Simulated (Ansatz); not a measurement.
# wB97M-V/STO-3G run of SnO (tin(ii) oxide)

Aim: the vertical electron affinity of SnO (tin(ii) oxide) at wB97M-V/STO-3G, from 2 runs. 

The calculation is run with Ansatz 0.2.0.

55 further runs of the same task are left out: 20 that didn't finish, 35 set aside as unsound or not needed.

## (1) The system as given

SnO: 2 atoms, total charge 0, spin state singlet. SMILES: `[O]=[Sn]`. Geometry: a GFN2-xTB relaxation, a rough one for these elements and not checked as a minimum.

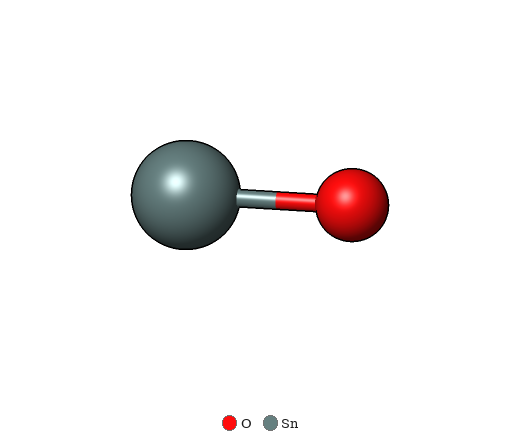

Viewed from a chosen angle; oxygen red, tin teal.

## (2) The energy at wB97M-V/STO-3G

in.yaml reads:

```yaml
crystal:
  periodic: [false, false, false]
  atoms:
    - {symbol: O, position_ang: [0.000000, 0.000000, 0.000000]}
    - {symbol: Sn, position_ang: [0.000000, 0.000000, 1.803580]}
basis:
  gaussian:
    orbitals: STO-3G
hamiltonian:
  xc: {name: wB97M-V}
accuracy: high
```

Launch:

```console
ansatz run in.yaml --threads 1 --pin off --max-ram 2610MiB --events-out events.jsonl --progress --plain --runs-dir runs
```

Output:

```text
Warning: RAYON_NUM_THREADS=1 ignored (pool sized by the plan → 1); use --threads N
Functional definition: wB97M-V
  name "wB97M-V"
  parameter omega = 0.3/bohr
  parameter cx = 0.15
  parameter cx01 = 1.007
  parameter cx10 = 0.259
  parameter css00 = 0.443
  parameter css04 = -1.437
  parameter css10 = -4.535
  parameter css20 = -3.390
  parameter css43 = 4.278
  parameter cos00 = 1.000
  parameter cos10 = 1.358
  parameter cos20 = 2.924
  parameter cos21 = -8.812
  parameter cos60 = -1.390
  parameter cos61 = 9.142
  parameter b = 6.0
  parameter c = 0.01
  gx(w, u) = 1 - cx + cx01*u + cx10*w
  gss(w, u) = css00 + css04*u^4 + css10*w + css20*w^2 + css43*w^4*u^3
  gos(w, u) = cos00 + cos10*w + (cos20 + cos21*u)*w^2 + (cos60 + cos61*u)*w^6
  exchange = spin_sum(e_x_unif_sr(omega)*gx(b97_w, b97_u_x)) + cx*exact_x_sr(omega) + exact_x_lr(omega)
  correlation = spin_sum(e_c_pw_mod_same_spin*gss(b97_w, b97_u_same))
      + integral(e_c_pw_mod_opposite_spin*gos(b97_w_opposite, b97_u_opposite)) + vv10(b, c)
568 factors; integrals over basis functions are off by at most 5.0e-9 eV
117 factors; integrals over basis functions are off by at most 7.3e-10 eV
mean field evaluation 1: about -164337.2410 eV, gradient 3.8e1 eV
mean field evaluation 2: about -164278.1736 eV, gradient 1.4e2 eV
mean field evaluation 4: about -164344.9715 eV, gradient 5.5e0 eV
mean field evaluation 8: about -164345.0409 eV, gradient 1.4e-1 eV
mean field evaluation 16: about -164345.0410 eV, gradient 1.5e-5 eV
mean field -164345.04097733 eV, -6039.5688588470 hartree, gradient 5.6e-8 eV, S^2 0.000000; 0 other end points of the search recorded, 0 dependent functions left out
reference -164345.04097917 eV, -6039.5688589149 hartree; 29, 29 occupied and 3, 3 virtual orbitals, 568 factors
Total energy: -164345.04097917 eV, -6039.5688589149 hartree
```

Wall time 12 s (1 thread of Arm Neoverse V2, shared host); peak memory 0.23 GiB.

## (3) The doublet anion, same level

job.yaml reads:

```yaml
basis:
  gaussian:
    orbitals: STO-3G
crystal:
  periodic: [false, false, false]
  atoms:
    - symbol: O
      position_ang: [0.000000, 0.000000, 0.000000]
    - symbol: Sn
      position_ang: [0.000000, 0.000000, 1.803580]
total_charge: -1
magnetization:
  spin_polarized: true
  initial_magnetization: 1
hamiltonian:
  xc: {name: wB97M-V}
accuracy: high
```

Launch:

```console
ansatz run job.yaml --threads 1 --pin off --max-ram 2610MiB --events-out events.jsonl --progress --plain --runs-dir runs
```

Output, cut to the lines that bear on the results:

```text
Warning: RAYON_NUM_THREADS=1 ignored (pool sized by the plan → 1); use --threads N
[... 2 set-up lines as earlier in the session ...]
[...]
  gx(w, u) = 1 - cx + cx01*u + cx10*w
  gss(w, u) = css00 + css04*u^4 + css10*w + css20*w^2 + css43*w^4*u^3
  gos(w, u) = cos00 + cos10*w + (cos20 + cos21*u)*w^2 + (cos60 + cos61*u)*w^6
[...]
      + integral(e_c_pw_mod_opposite_spin*gos(b97_w_opposite, b97_u_opposite)) + vv10(b, c)
568 factors; integrals over basis functions are off by at most 5.0e-9 eV
117 factors; integrals over basis functions are off by at most 7.3e-10 eV
[...]
mean field -164339.55066274 eV, -6039.3670935073 hartree, gradient 1.8e-9 eV, S^2 0.751186; 2 other end points of the search recorded, 0 dependent functions left out
reference -164339.55066455 eV, -6039.3670935741 hartree; 30, 29 occupied and 2, 3 virtual orbitals, 568 factors
Total energy: -164339.55066455 eV, -6039.3670935741 hartree
```

Run time: 24 s. Hardware: 1 thread of Arm Neoverse V2, shared host; peak memory 0.43 GiB.

## (4) Outcome

At wB97M-V/STO-3G:

| quantity | value |
| --- | --- |
| singlet SnO: total energy | -6039.56886 Eh |
| doublet anion: total energy | -6039.36709 Eh |
| doublet anion: ⟨S²⟩ | 0.751 |
| vertical electron affinity (to the doublet anion) | -5.490 eV |

In words: The anion lies 5.49 eV (530 kJ/mol) above the neutral: the electron isn't bound at this level, and such a value depends on the basis. Without diffuse functions anions come out too high. In a minimal basis such a difference can be off by several eV, whatever the method. Relativity is left out (singlet SnO) although the molecule holds a heavy atom. Relativity is left out (doublet anion) although the molecule holds a heavy atom.
